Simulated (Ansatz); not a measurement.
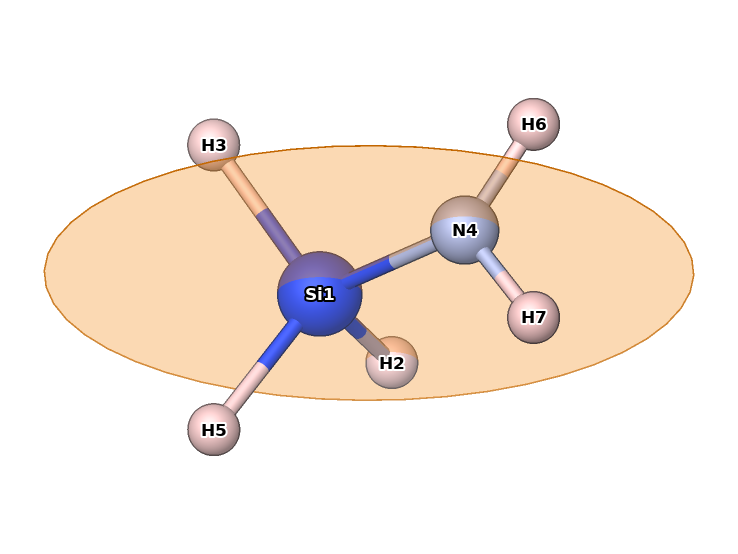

A disc through the centre of mass is drawn in. Distant atoms are faded towards the background colour. The computed structure is the end point of a PBE0-D4/def2-TZVP optimisation.

Is the plane of the disc a mirror plane of the structure?

Yes. The reflection leaves Si1, H2, N4 in place and moves H3 ↔ H5; H6 ↔ H7. The point group is Cs.
